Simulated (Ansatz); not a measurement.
# BH3NO with multiplicity 2: shift of H5 from B2 to O3

Wanted: the energy profile along the shift of H5 from B2 to O3, from relaxed end points and a band of images. SMILES of the start: [NH]BO.

Method: UKS PBE-D4/def2-SVP, in Ansatz 0.2.0.

## 1. The system as given

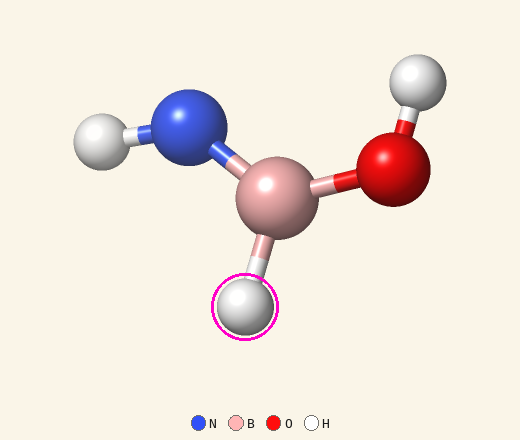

Start, viewed from a chosen angle; nitrogen blue, boron pink, oxygen red, hydrogen white. Ringed: H5.

As a file:

```xyz
6

N    -1.0438   -0.2419   -0.2627
B     0.2344    0.1431   -0.1436
O     1.1226    0.0186    0.8619
H    -1.7460   -0.1947   -0.9696
H     0.6481    0.7051   -1.1214
H     0.7846   -0.4303    1.6354
```

## 2. End point A

input.yaml reads:

```yaml
crystal:
  periodic: [false, false, false]
  atoms:
    - { symbol: "N", position_ang: [-1.04377, -0.24189, -0.26266] }
    - { symbol: B, position_ang: [0.23444, 0.14314, -0.14357] }
    - { symbol: O, position_ang: [1.12256, 0.01861, 0.86187] }
    - { symbol: H, position_ang: [-1.74599, -0.19471, -0.96963] }
    - { symbol: H, position_ang: [0.64812, 0.7051, -1.12141] }
    - { symbol: H, position_ang: [0.78464, -0.43025, 1.6354] }
magnetization:
  spin_polarized: true
  initial_magnetization: 1
basis:
  gaussian: { orbitals: def2-SVP }
hamiltonian:
  xc: pbe
  dispersion: d4
relax:
  f_tol: 0.02
  max_steps: 50
```

Started as:

```
$ ansatz run input.yaml --threads 1 --pin off --max-ram 2048MiB --backend cpu --events-out ev --progress --plain --runs-dir out
```

Standard output (excerpt; [...] marks lines left out):

```text
Warning: RAYON_NUM_THREADS=1 ignored (pool sized by the plan → 1); use --threads N
[...]
Functional definition: PBE
[...]
643 factors; their error is unknown
[...]
mean field -4253.52658032 eV, -156.3142186828 hartree, gradient 3.7e-5 eV, S^2 0.753591; 3 other end points of the search recorded, 0 dependent functions left out
[...]
reference -4253.52660823 eV, -156.3142197085 hartree; 12, 11 occupied and 45, 46 virtual orbitals, 643 factors
relax step   1: F+E_penalty+E_count = -4253.58582383 eV  Δ(F+E_penalty+E_count) = +0.000e0 eV  max|allowed force component| = 1.167e0 eV/Å  Δτ_max = 0.0000 Å  (68 SCF iters, accepted)
[...]
reference -4253.75219429 eV, -156.3225098435 hartree; 12, 11 occupied and 45, 46 virtual orbitals, 643 factors
Total energy: -4253.81163741 eV, -156.3246943377 hartree
Atom 0 at    -1.142733     0.107440    -0.188004 Å, force    -0.007006    -0.016495    -0.011846 eV/Å
Atom 1 at     0.265444     0.224125    -0.200580 Å, force     0.014186     0.009028     0.010866 eV/Å
Atom 2 at     1.114173    -0.083962     0.830887 Å, force    -0.012020    -0.003346    -0.000326 eV/Å
Atom 3 at    -1.642364    -0.520253    -0.834104 Å, force     0.001215     0.011281     0.007628 eV/Å
Atom 4 at     0.769809     0.768161    -1.183834 Å, force    -0.002324    -0.004637     0.000636 eV/Å
Atom 5 at     0.635671    -0.495510     1.575634 Å, force     0.005949     0.004168    -0.006958 eV/Å
Dipole moment:    -0.207345    -0.349087     0.057710 e Å
```

Wall time 28 s (1 thread of Arm Neoverse V1, shared host); peak memory 0.14 GiB.

Step by step:

```
step  energy from step 1 (eV)  largest force component (eV/Å)
   1                   0.0000                          1.1674
   2                  -0.0909                          0.4115
   3                  -0.1112                          0.2232
   4                  -0.1279                          0.3140
   5                  -0.1440                          0.1498
  6x                  -0.0972                          1.7898
   7                  -0.1818                          0.3506
   8                  -0.1992                          0.7782
   9                  -0.2099                          0.4174
 10x                  -0.1640                          1.5162
  11                  -0.2238                          0.1505
  12                  -0.2241                          0.1486
 13x                  -0.2232                          0.0832
  14                  -0.2258                          0.0165
```

Step 1 is the start. 3 steps were tried and not accepted (marked x).

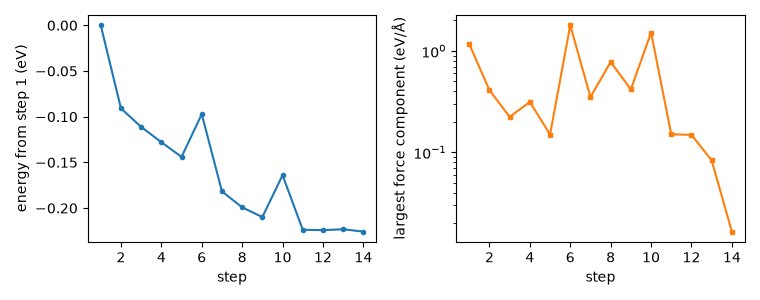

Energy and largest force along the relaxation.

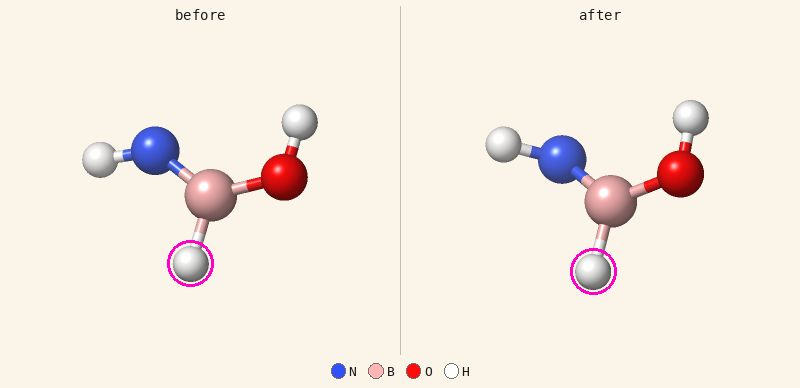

Before and after, at one scale.

After: Bond lengths: N1–B2 1.413 Å, B2–O3 1.371 Å, N1–H4 1.030 Å, B2–H5 1.232 Å, O3–H6 0.976 Å. Angles: N1–B2–O3 126.3°, N1–B2–H5 116.8°, O3–B2–H5 116.5°, B2–N1–H4 121.9°, B2–O3–H6 111.4°.

## 3. Relaxing end B

The second end starts from a geometry with the move made by hand.

Changes to input.yaml since step 2:

```diff
@@ -7,3 +7,3 @@
     - { symbol: H, position_ang: [-1.74599, -0.19471, -0.96963] }
-    - { symbol: H, position_ang: [0.64812, 0.7051, -1.12141] }
+    - { symbol: H, position_ang: [1.86585, 0.47602, 0.39453] }
     - { symbol: H, position_ang: [0.78464, -0.43025, 1.6354] }
```

Started as:

```
$ ansatz run input.yaml --threads 1 --pin off --max-ram 2048MiB --backend cpu --events-out ev --progress --plain --runs-dir out
```

Standard output (excerpt; [...] marks lines left out):

```text
Warning: RAYON_NUM_THREADS=1 ignored (pool sized by the plan → 1); use --threads N
[...]
Functional definition: PBE
[...]
643 factors; their error is unknown
[...]
mean field -4250.51318839 eV, -156.2034785719 hartree, gradient 1.0e-5 eV, S^2 0.753975; 0 other end points of the search recorded, 0 dependent functions left out
[...]
reference -4250.51321892 eV, -156.2034796939 hartree; 12, 11 occupied and 45, 46 virtual orbitals, 643 factors
[...]
Atom 1 at     0.280887    -0.010883    -0.587966 Å, force     0.000041     0.000104    -0.000326 eV/Å
Atom 2 at     1.329466    -0.217272     0.684852 Å, force     0.000260     0.000114     0.000228 eV/Å
Atom 3 at    -1.801493    -0.153024    -0.671566 Å, force     0.000219     0.000091    -0.000269 eV/Å
Atom 4 at     1.771959     0.640117     0.871765 Å, force    -0.000135    -0.000002    -0.000344 eV/Å
Atom 5 at     0.579072    -0.306823     1.340333 Å, force    -0.000737    -0.000203    -0.000368 eV/Å
Dipole moment:     0.364127     0.221117     0.506730 e Å
```

It took 34 s on 1 thread of Arm Neoverse V1, shared host; peak memory 0.14 GiB.

The steps of the relaxation:

```
step  energy from step 1 (eV)  largest force component (eV/Å)
   1                   0.0000                          5.2598
   2                  -0.4763                          2.0018
   3                  -0.7195                          1.0195
   4                  -0.8774                          1.2009
   5                  -1.0251                          0.5354
   6                  -1.0919                          0.8803
  7x                  -1.0594                          1.9225
   8                  -1.1484                          0.3319
   9                  -1.1693                          0.2840
  10                  -1.1815                          0.2649
  11                  -1.1866                          0.1648
 12x                  -1.1863                          0.1502
  13                  -1.1871                          0.1574
  14                  -1.1890                          0.0205
 15x                  -1.1890                          0.0329
  16                  -1.1890                          0.0221
 17x                  -1.1890                          0.0392
  18                  -1.1890                          0.0011
```

Step 1 is the start. 4 steps were tried and not accepted (marked x).

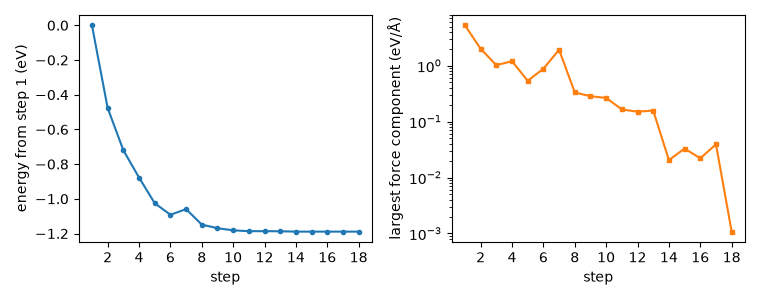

Energy and largest force along the relaxation.

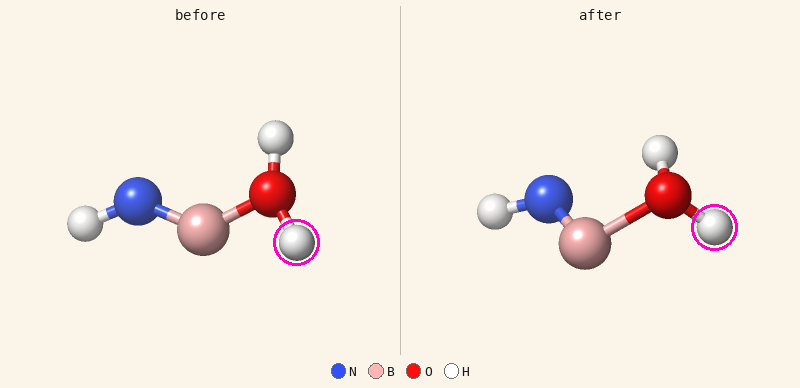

Before and after, at one scale.

After: Bond lengths: N1–B2 1.320 Å, B2–O3 1.662 Å, N1–H4 1.021 Å, O3–H5 0.983 Å, O3–H6 1.000 Å. Angles: N1–B2–O3 107.3°, B2–N1–H4 125.9°, B2–O3–H5 108.7°, B2–O3–H6 92.3°, H5–O3–H6 106.9°.

## 4. Nudged elastic band

crystal.atoms is end A as relaxed above, and neb.final_atoms is end B, turned to lie on A. With 5 inner images the band has 7 in all. The start path is listed, through a guess of the saddle.

input.yaml reads:

```yaml
crystal:
  periodic: [false, false, false]
  atoms:
    - { symbol: "N", position_ang: [-1.142733, 0.10744, -0.188004] }
    - { symbol: B, position_ang: [0.265444, 0.224125, -0.20058] }
    - { symbol: O, position_ang: [1.114173, -0.083962, 0.830887] }
    - { symbol: H, position_ang: [-1.642364, -0.520253, -0.834104] }
    - { symbol: H, position_ang: [0.769809, 0.768161, -1.183834] }
    - { symbol: H, position_ang: [0.635671, -0.49551, 1.575634] }
magnetization:
  spin_polarized: true
  initial_magnetization: 1
basis:
  gaussian: { orbitals: def2-SVP }
hamiltonian:
  xc: pbe
  dispersion: d4
neb:
  order_check: false
  images: 5
  f_tol: 0.05
  max_iterations: 60
  final_atoms:
    - { symbol: "N", position_ang: [-1.16973253, -0.29115945, -0.13665799] }
    - { symbol: B, position_ang: [-0.0325327, -0.2513985, -0.8057328] }
    - { symbol: O, position_ang: [1.18273622, 0.00625756, 0.29831195] }
    - { symbol: H, position_ang: [-2.09208621, -0.47140143, -0.53492379] }
    - { symbol: H, position_ang: [1.58045744, 0.88905498, 0.12997014] }
    - { symbol: H, position_ang: [0.53115777, 0.11864783, 1.04903149] }
  initial_path:
    images:
      - { positions_ang: [[-1.142733, 0.10744, -0.188004], [0.265444, 0.224125, -0.20058], [1.114173, -0.083962, 0.830887], [-1.642364, -0.520253, -0.834104], [0.769809, 0.768161, -1.183834], [0.635671, -0.49551, 1.575634]] }
      - { positions_ang: [[-1.16283669, -0.02619091, -0.206594], [0.19700349, 0.19922857, -0.2373671], [1.10062901, -0.01634433, 0.74602977], [-1.75848413, -0.45197552, -0.8412398], [0.91381612, 0.72506584, -0.980967], [0.7098722, -0.42978265, 1.52013713]] }
      - { positions_ang: [[-1.18294039, -0.15982182, -0.22518401], [0.12856298, 0.17433214, -0.27415419], [1.08708503, 0.05127333, 0.66117254], [-1.87460425, -0.38369804, -0.84837559], [1.05782323, 0.68197068, -0.7781], [0.7840734, -0.36405529, 1.46464025]] }
      - { positions_ang: [[-1.20304408, -0.29345272, -0.24377401], [0.06012247, 0.14943571, -0.31094129], [1.07354104, 0.118891, 0.5763153], [-1.99072438, -0.31542055, -0.85551139], [1.20183035, 0.63887552, -0.57523299], [0.8582746, -0.29832794, 1.40914338]] }
      - { positions_ang: [[-1.19194023, -0.2926883, -0.20806867], [0.02923741, 0.01582431, -0.4758718], [1.10993943, 0.08134652, 0.48364752], [-2.02451166, -0.36741418, -0.74864886], [1.32803938, 0.72226867, -0.34016528], [0.74923566, -0.15933602, 1.28910608]] }
      - { positions_ang: [[-1.18083638, -0.29192387, -0.17236333], [-0.00164764, -0.11778709, -0.6408023], [1.14633783, 0.04380204, 0.39097973], [-2.05829893, -0.41940781, -0.64178632], [1.45424841, 0.80566183, -0.10509757], [0.64019672, -0.02034409, 1.16906879]] }
      - { positions_ang: [[-1.16973253, -0.29115945, -0.13665799], [-0.0325327, -0.2513985, -0.8057328], [1.18273622, 0.00625756, 0.29831195], [-2.09208621, -0.47140143, -0.53492379], [1.58045744, 0.88905498, 0.12997014], [0.53115777, 0.11864783, 1.04903149]] }
```

Started as:

```
$ ansatz run input.yaml --threads 1 --pin off --max-ram 2048MiB --backend cpu --events-out ev --progress --plain --runs-dir out
```

Standard output (excerpt; [...] marks lines left out):

```text
Warning: RAYON_NUM_THREADS=1 ignored (pool sized by the plan → 1); use --threads N
[...]
Functional definition: PBE
[...]
643 factors; their error is unknown
[...]
mean field -4253.75216855 eV, -156.3225088975 hartree, gradient 4.7e-5 eV, S^2 0.753243; 0 other end points of the search recorded, 0 dependent functions left out
[...]
reference -4253.75219672 eV, -156.3225099326 hartree; 12, 11 occupied and 45, 46 virtual orbitals, 643 factors
643 factors; their error is unknown
[...]
Atom 2 at     1.216887    -0.190126     0.431742 Å, force     0.000023     0.000035    -0.000005 eV/Å
Atom 3 at    -2.125114    -0.263670    -0.842598 Å, force    -0.000038    -0.000050     0.000041 eV/Å
Atom 4 at     1.257471     0.785162    -0.210388 Å, force    -0.000013    -0.000020     0.000015 eV/Å
Atom 5 at     0.998795     0.076895     1.361312 Å, force    -0.000012    -0.000012     0.000010 eV/Å
Dipole moment:     0.264949     0.273954     0.325461 e Å
this run last wrote the band of iteration 28 to <dir>
```

Run time: 3.5 min. Hardware: 1 thread of Arm Neoverse V1, shared host; peak memory 0.12 GiB.

## 5. The band, image by image

The 5 inner images lie between the fixed ends 0 and 6. Energy is taken from image 0, and the path length is the program's own coordinate along the band.

```
image  path (Å)  energy (eV)  H5–B2 (Å)  H5–O3 (Å)  band force (eV/Å)
    0     0.000       0.0000       1.23       2.21                  -
    1     0.963       0.3819       1.26       2.27              0.017
    2     1.927       0.0202       1.24       2.28              0.005
    3     2.890       0.5847       1.24       2.08              0.008
   4*     3.853       2.5915       1.53       1.17              0.000
    5     4.425       2.1475       2.00       0.99              0.000
    6     4.997       2.0452       2.19       0.98                  -
```

The star marks the climbing image.

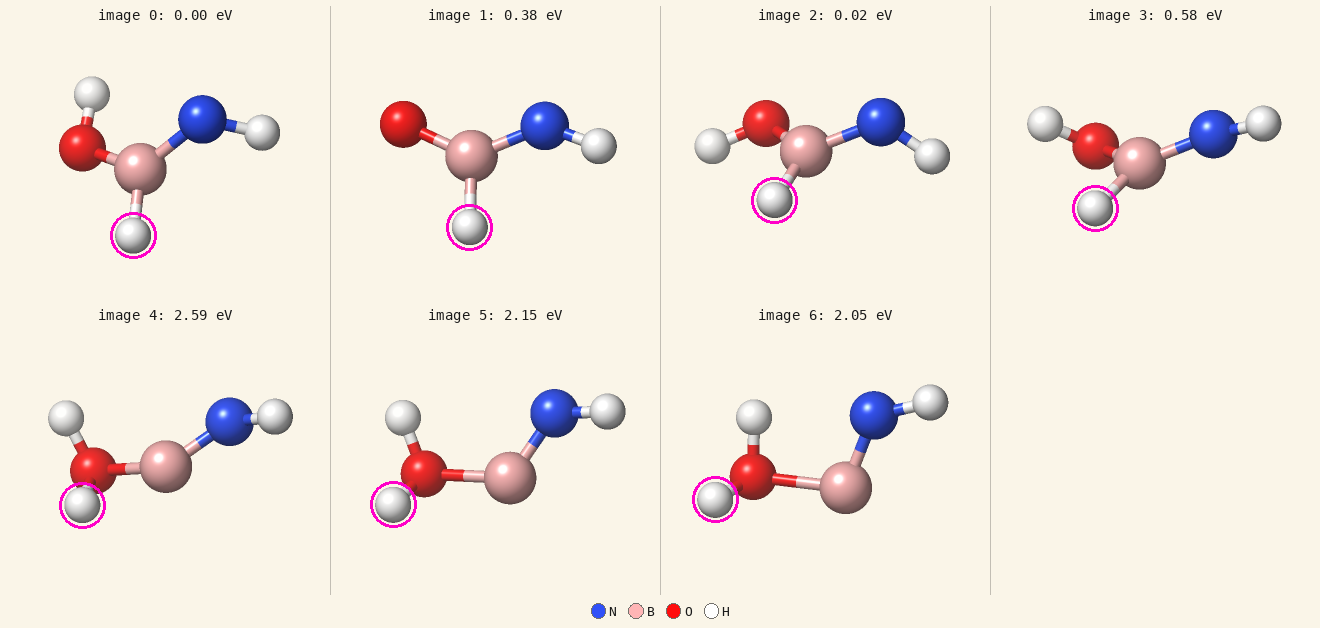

Snapshots along the band, viewed from a chosen angle. Ringed: H5. Sticks join atoms closer than a bonding distance in each image.

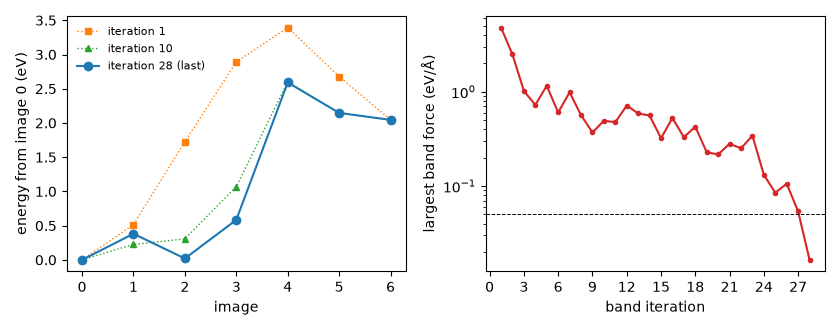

Left: energy of each image for early iterations and the last one (lines only join the points; early values far above the last band run off the scale). Right: the largest band force by iteration, with the threshold dashed.

How the highest energy settled:

```
iteration  highest image above image 0 (eV)  largest band force (eV/Å)
        1                            3.3936                      4.762
        4                            2.5663                      0.723
        7                            2.6546                      0.982
       10                            2.6029                      0.491
       13                            2.5917                      0.587
       16                            2.5915                      0.526
       19                            2.5915                      0.228
       22                            2.5915                      0.250
       25                            2.5915                      0.085
       28                            2.5915                      0.017
```

Positions of all images (Å):

```xyz
6
image=0 dE=0.0000
N    -1.143    0.107   -0.188
B     0.265    0.224   -0.201
O     1.114   -0.084    0.831
H    -1.642   -0.520   -0.834
H     0.770    0.768   -1.184
H     0.636   -0.496    1.576
6
image=1 dE=0.3819
N    -1.149   -0.147   -0.332
B     0.138    0.184   -0.025
O     0.861    0.248    1.145
H    -1.725   -0.293   -1.161
H     0.660    0.604   -1.092
H     1.215   -0.597    1.465
6
image=2 dE=0.0202
N    -1.293   -0.127   -0.356
B     0.041    0.136    0.005
O     0.702   -0.497    1.026
H    -1.573   -0.509   -1.268
H     0.553    1.088   -0.600
H     1.569   -0.091    1.193
6
image=3 dE=0.5847
N    -1.129   -0.300   -0.490
B     0.150    0.042   -0.166
O     0.977   -0.592    0.755
H    -2.044   -0.239   -0.926
H     0.826    1.001   -0.577
H     1.220    0.088    1.404
6
image=4 dE=2.5915
N    -1.265   -0.472   -0.340
B    -0.083    0.063   -0.400
O     1.217   -0.190    0.432
H    -2.125   -0.264   -0.843
H     1.257    0.785   -0.210
H     0.999    0.077    1.361
6
image=5 dE=2.1475
N    -1.295   -0.415   -0.187
B    -0.123   -0.079   -0.666
O     1.158   -0.030    0.335
H    -2.144   -0.413   -0.756
H     1.541    0.814   -0.002
H     0.864    0.123    1.276
6
image=6 dE=2.0452
N    -1.170   -0.291   -0.137
B    -0.033   -0.251   -0.806
O     1.183    0.006    0.298
H    -2.092   -0.471   -0.535
H     1.580    0.889    0.130
H     0.531    0.119    1.049
```

## 6. Vibrations at the top

The geometry is the highest inner image of the first converged band.

input.yaml reads:

```yaml
crystal:
  periodic: [false, false, false]
  atoms:
    - { symbol: "N", position_ang: [-1.265194, -0.471732, -0.340468] }
    - { symbol: B, position_ang: [-0.082846, 0.063471, -0.399602] }
    - { symbol: O, position_ang: [1.216887, -0.190126, 0.431742] }
    - { symbol: H, position_ang: [-2.125114, -0.26367, -0.842598] }
    - { symbol: H, position_ang: [1.257471, 0.785162, -0.210388] }
    - { symbol: H, position_ang: [0.998795, 0.076895, 1.361312] }
magnetization:
  spin_polarized: true
  initial_magnetization: 1
basis:
  gaussian: { orbitals: def2-SVP }
hamiltonian:
  xc: pbe
  dispersion: d4
phonons: {}
```

Started as:

```
$ ansatz run input.yaml --threads 1 --pin off --max-ram 2048MiB --backend cpu --events-out ev --progress --plain --runs-dir out
```

Standard output (excerpt; [...] marks lines left out):

```text
Warning: RAYON_NUM_THREADS=1 ignored (pool sized by the plan → 1); use --threads N
[...]
Functional definition: PBE
[...]
643 factors; their error is unknown
[...]
mean field -4251.15652406 eV, -156.2271207217 hartree, gradient 1.4e-5 eV, S^2 0.752163; 0 other end points of the search recorded, 0 dependent functions left out
[...]
reference -4251.15655419 eV, -156.2271218293 hartree; 12, 11 occupied and 45, 46 virtual orbitals, 643 factors
[...]
643 factors; their error is unknown
[...]
643 factors; their error is unknown
mean field -4251.15640151 eV, -156.2271162182 hartree, gradient 1.1e-6 eV, S^2 0.752157; 0 other end points of the search recorded, 0 dependent functions left out
[...]
reference -4251.15643161 eV, -156.2271173245 hartree; 12, 11 occupied and 45, 46 virtual orbitals, 643 factors
[...]
643 factors; their error is unknown
[...]
mean field -4251.15639045 eV, -156.2271158118 hartree, gradient 1.1e-6 eV, S^2 0.752170; 0 other end points of the search recorded, 0 dependent functions left out
```

## 7. The output, continued: vibrations at the highest image of the band

The log, continued (excerpt; [...] marks lines left out):

```text
[...]
reference -4251.15642063 eV, -156.2271169207 hartree; 12, 11 occupied and 45, 46 virtual orbitals, 643 factors
[...]
643 factors; their error is unknown
mean field -4251.15641336 eV, -156.2271166538 hartree, gradient 2.2e-6 eV, S^2 0.752165; 0 other end points of the search recorded, 0 dependent functions left out
[...]
reference -4251.15644349 eV, -156.2271177609 hartree; 12, 11 occupied and 45, 46 virtual orbitals, 643 factors
[...]
643 factors; their error is unknown
[...]
WARN: phonons: modes at or below zero, which the zero-point energy, F, S and C_V leave out: 1, the lowest at -1223.34 cm⁻¹. A minimum has none, and a first-order saddle one
[...]
Atom 2 at     1.216887    -0.190126     0.431742 Å, force     0.000028     0.000096    -0.000082 eV/Å
Atom 3 at    -2.125114    -0.263670    -0.842598 Å, force    -0.000023    -0.000041     0.000042 eV/Å
Atom 4 at     1.257471     0.785162    -0.210388 Å, force    -0.000064    -0.000061     0.000062 eV/Å
Atom 5 at     0.998795     0.076895     1.361312 Å, force    -0.000036    -0.000012     0.000020 eV/Å
Dipole moment:     0.264948     0.273954     0.325458 e Å
Vibrations: -1223.34 203.99 410.99 483.35 540.58 595.97 853.93 1083.42 1538.30 1837.41 3453.80 3631.34 cm⁻¹, zero-point energy 0.907137 eV
```

Wall time 34 s (1 thread of Arm Neoverse V1, shared host); peak memory 0.1 GiB.

Of 12 modes, 1 is imaginary by more than 30 cm⁻¹ (1223i cm⁻¹).

(Part 1 of 2 ends here.)
